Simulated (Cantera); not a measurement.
Feed: 1 mol Ta, a varied amount of CO2, 38 mol H2, equilibrated at 2125 K and 1.10 bar.

These are equilibrium values from Cantera (NASA tables, ideal gas, pure condensed phases), not measurements of a reactor. Candidate condensed phases: C, C6H6, C7H8, C8H18, H2O, Ta, TaC, Ta2O5; 113 gas species. Mutual solubility and eutectic melting of coexisting phases are not modelled. TaC: taken at fixed stoichiometry. Condensed phases not in the tables: Ta2C, N, O or C dissolved in the metal. The numbers say what is thermodynamically allowed, not how fast it happens.

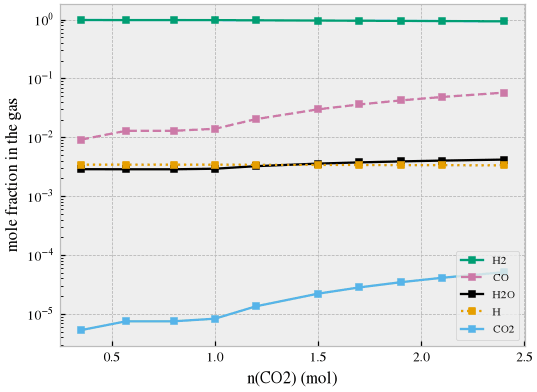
*Equilibrium gas composition (values under 1e-9 drawn at 1e-9)*

At 0.35 mol CO2 the condensed part is Ta(s) + Ta2O5(l). From 0.57 mol CO2 to 0.8 mol CO2 the condensed part is Ta(s) + TaC(s) + Ta2O5(l). From 1 mol CO2 to 2.4 mol CO2 the condensed part is TaC(s) + Ta2O5(l). The main Ta-bearing gas is TaO2 throughout.
